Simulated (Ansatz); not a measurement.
**C$_{2}$H$_{3}$AlO (SMILES O=C=[CH][AlH2]): density, localisation and related maps**

Input

```
crystal:
  periodic: [false, false, false]
  atoms:
    - { symbol: O, position_ang: [-0.4278, -2.0528, 1.62863] }
    - { symbol: C, position_ang: [0.11588, -1.35, 0.87965] }
    - { symbol: C, position_ang: [0.62699, -0.50113, 0.04677] }
    - { symbol: Al, position_ang: [-0.38102, 1.07277, -0.56065] }
    - { symbol: H, position_ang: [1.62964, -0.64577, -0.33651] }
    - { symbol: H, position_ang: [0.15283, 2.10484, -1.58241] }
    - { symbol: H, position_ang: [-1.79896, 1.34142, -0.01812] }
basis:
  gaussian: { orbitals: def2-SVP }
hamiltonian:
  xc: r2scan
  dispersion: d4
relax:
  f_tol: 0.015
  max_steps: 40
output:
  orbitals: {}
```

Run with:

```sh
ansatz run input.yaml --threads 1 --pin off --max-ram 2048MiB --backend cpu --events-out ev --progress --plain --runs-dir out
```

The fields are those of the relaxed geometry.

Theory: RKS r2SCAN-D4/def2-SVP in Ansatz 0.2.0.

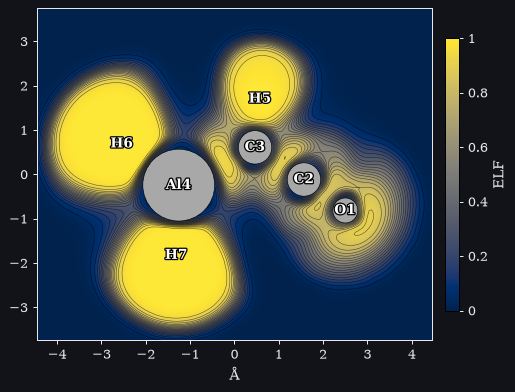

Figure 1. Electron localisation function on the molecular plane. Grey discs cover the atomic cores.

### What does the map show?

- The section cuts through O, C, Al and H sites.
- C–O (1.16 Å): the ELF peaks at about 0.85 between the atoms (a multiple bond).
- C–C (1.32 Å): the ELF peaks at about 0.90 between the atoms: a multiple bond.
- C–Al (1.92 Å): the ELF peaks at about 0.95 between the atoms; a polar covalent bond.
- C–H (1.10 Å): the ELF climbs to about 1 towards the hydrogen, as it does in any bond to H; a covalent bond by its length.
- Al–H (1.58 Å): the ELF climbs to about 1 towards the hydrogen.
- The ELF also peaks beside O1, away from the bonds: lone-pair regions.

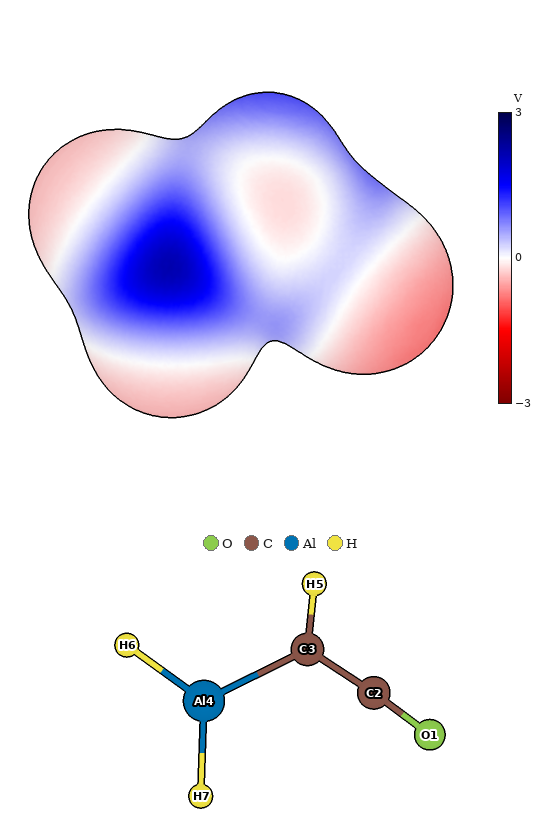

Figure 2. The molecular electrostatic potential painted on the density surface at 0.001 e/bohr³, seen across its widest extent; red is negative and blue positive. The bare structure is drawn below in the same view.

### Describe the electrostatic potential map.

The most negative region (about −0.8 V) lies over O1, the most positive (about +2.1 V) over Al4.

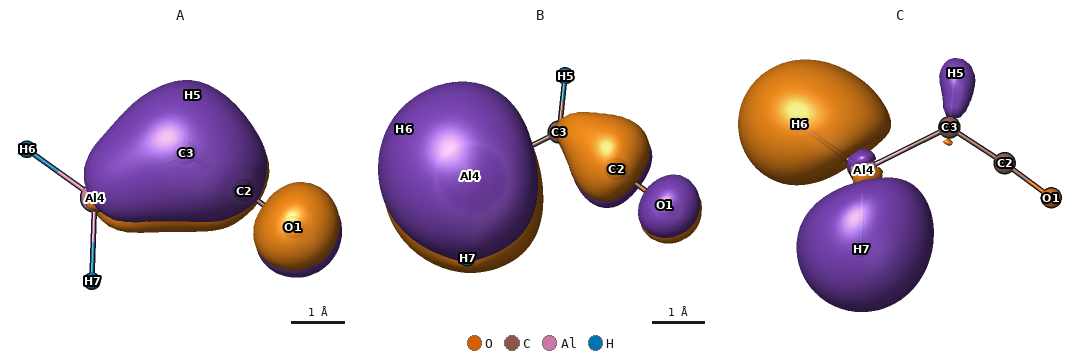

Figure 3. Three frontier orbitals at ±0.08 Å⁻³ᐟ² (orange and purple are the two phases), in no order.

### Which picture is the HOMO−1, the HOMO and the LUMO?

C is the HOMO−1 (−7.69 eV). By Hirshfeld shares it lies mainly on Al4 (about 35 %), H7 (about 35 %) and H6 (about 30 %); it is symmetric in the molecular plane (an in-plane orbital: σ, lone-pair or in-plane π type). A is the HOMO (−6.46 eV). It lies mainly on C3 (about 45 %), O1 (about 20 %) and C2 (about 15 %); it changes sign across the molecular plane (π type); π-bonding across C2–C3; π-antibonding (a node) across O1–C2. B is the LUMO (−1.88 eV). Its weight (Hirshfeld) is mainly on Al4 (about 70 %), C2 (about 10 %) and C3 (about 5 %); it changes sign across the molecular plane (π type).

### What is the HOMO–LUMO gap?

4.58 eV between the orbital energies.
